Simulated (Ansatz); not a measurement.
Band structure of VN (P-6m2, 2 atoms in the cell).

```
CELL_PARAMETERS angstrom
      2.73390     0.00000     0.00000
     -1.36695     2.36763     0.00000
      0.00000     0.00000     2.64135
ATOMIC_POSITIONS crystal
  V  0.66667 0.33333 0.00000
  N  0.33333 0.66667 0.50000
```

Level of theory: PBEsol, default PAW files made with PBE (plane waves; Ansatz, a quantum-chemistry and plane-wave program).

Settings: basis.ecutwfc = 420 eV; kpoints.mp_grid.grid = 18 18 16; hamiltonian.xc = pbesol; hamiltonian.pseudopotentials = {kind: paw} (the program's default PAW files); scf.occupations.method = fermi_dirac; scf.occupations.width = 0.05 eV; kpoints.band_path.npoints = 8.

The starting cell comes from a database of computed structures (which also holds hypothetical and non-ambient phases and stackings), without a prior relaxation at this level. Spin polarisation is off, so a magnetic state, if there is one, cannot be reached.

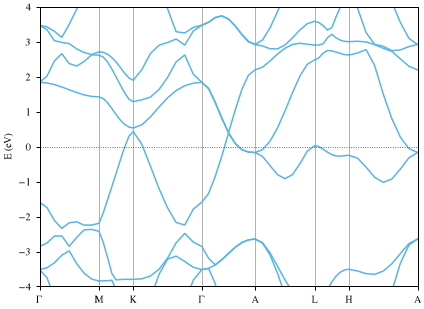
*Bands along the path, energies from the Fermi level.*

Levels in eV from the Fermi level, bands 6 to 12:
```json
[
 {"point": "Γ", "6": "-3.52", "7": "-3.52", "8": "-2.86", "9": "-1.59", "10": "1.84", "11": "1.84", "12": "3.47"},
 {"point": "M", "6": "-7.60", "7": "-3.84", "8": "-2.42", "9": "-2.19", "10": "1.42", "11": "2.62", "12": "2.71"},
 {"point": "K", "6": "-6.29", "7": "-5.61", "8": "-3.80", "9": "0.43", "10": "0.53", "11": "1.29", "12": "1.90"},
 {"point": "A", "6": "-8.16", "7": "-2.64", "8": "-2.64", "9": "-0.17", "10": "-0.17", "11": "2.20", "12": "2.92"},
 {"point": "L", "6": "-6.49", "7": "-5.80", "8": "-4.64", "9": "0.03", "10": "2.48", "11": "2.91", "12": "3.59"},
 {"point": "H", "6": "-7.30", "7": "-6.18", "8": "-3.51", "9": "-0.25", "10": "2.62", "11": "3.00", "12": "4.26"}
]
```

Bands cross the Fermi level along this path, so the cell is metallic at this level.

Keys are those of Ansatz 0.2.
